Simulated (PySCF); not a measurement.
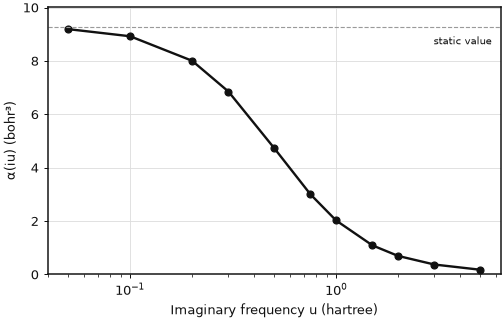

Dipole polarisability at imaginary frequency of P²⁺ ([Ne] 3s² 3p). Coupled response at the LC-wPBE level; PySCF, aug-cc-pV(Q+d)Z, non-relativistic, unrestricted single determinants, no spin-orbit coupling.

Question: Describe the response.

Answer: The static dipole polarisability is 9.29 bohr³; α(iu) falls to half of it near u = 0.51 hartree. The Casimir–Polder integral gives C₆ = 33.5 hartree bohr⁶ for two such species.
